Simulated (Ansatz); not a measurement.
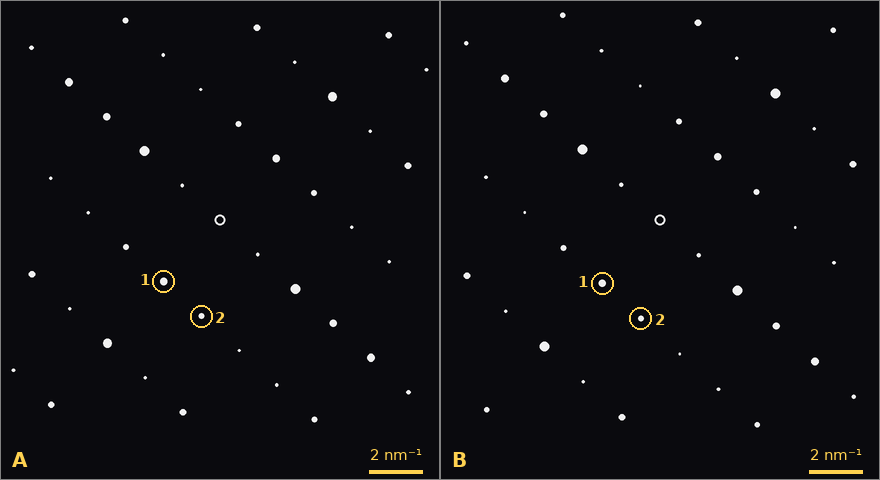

Kinematic electron diffraction patterns (200 kV, B = 0.5 Å², same scale) along [011] of the run's own cell, for the start and the end of one relaxation of Yb2TaGa6 with DFT, PAW plane waves, r2scan+U (Ansatz). k mesh 5×5×5. The start is a generated model structure, and the relaxation ends in the nearest stationary point of its symmetry, not necessarily the ground state. Spot 1 is 0 -1 1 and spot 2 is 1 -1 1 in both.

Start structure:

```
CELL_PARAMETERS angstrom
0.00000 4.37232 4.37232
4.37232 0.00000 4.37232
4.37232 4.37232 0.00000
ATOMIC_POSITIONS crystal
Ta 0.50000 0.50000 0.50000
Ga 0.78120 0.21880 0.21880
Ga 0.21880 0.78120 0.21880
Ga 0.21880 0.78120 0.78120
Ga 0.78120 0.21880 0.78120
Ga 0.21880 0.21880 0.78120
Ga 0.78120 0.78120 0.21880
Yb 0.25000 0.25000 0.25000
Yb 0.75000 0.75000 0.75000
```

Which pattern belongs to the start structure, and which to the relaxed one?

Answer. B is the start: its cell gives d(1) = 3.092 Å, d(2) = 2.637 Å and an angle of 31.5°. A is the relaxed structure, with d(1) = 3.174 Å (+2.7 %), d(2) = 2.707 Å (+2.7 %) and 31.5°.

Summarise the relaxation behind the change.

Answer. The volume changed by +8.2 % to 20.10 Å³ an atom; with the mean shift removed, the atoms moved by up to 0.06 Å relative to the cell (Ga most); the space group stayed Fm-3m (No. 225); the free energy fell by 59 meV an atom. Relaxed cell: a = 6.348 Å, b = 6.348 Å, c = 6.348 Å, α = 60.00°, β = 60.00°, γ = 60.00°.
